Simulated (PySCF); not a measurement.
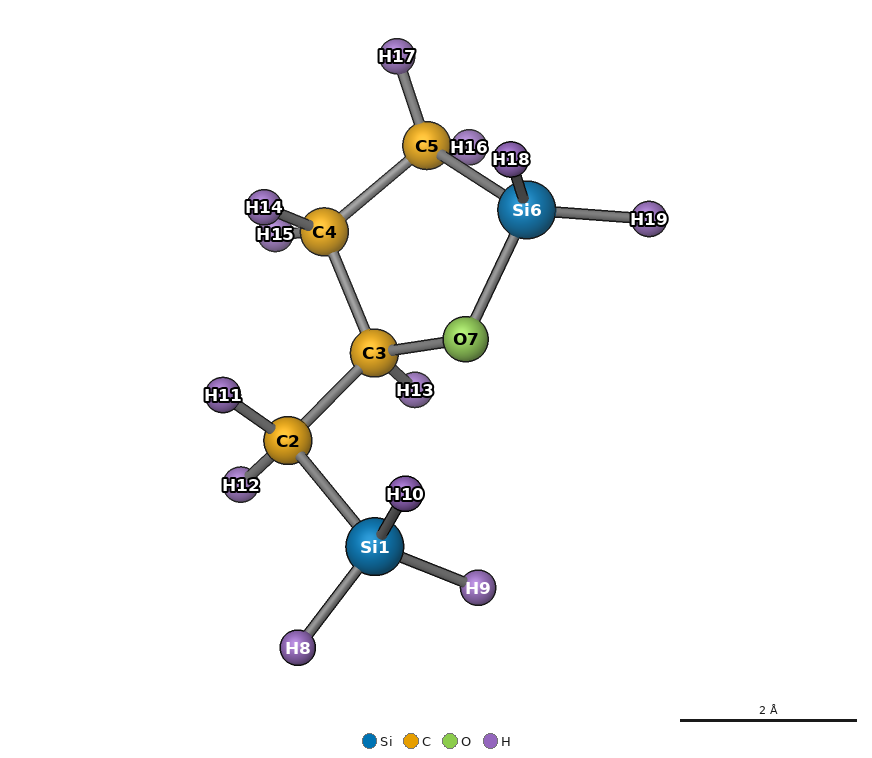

Atoms carry their numbers in the input. The computed structure is the end point of a GFN2-xTB optimisation. No frequency run is at hand to confirm it as a minimum.

Which atoms are bonded, and how long are the bonds? Leave out bonds to hydrogen.

| bond | length (Å) | order |
| --- | --- | --- |
| Si1–C2 | 1.906 | single |
| C2–C3 | 1.516 | single |
| C3–C4 | 1.530 | single |
| C3–O7 | 1.423 | single |
| C4–C5 | 1.528 | single |
| C5–Si6 | 1.907 | single |
| Si6–O7 | 1.632 | single |
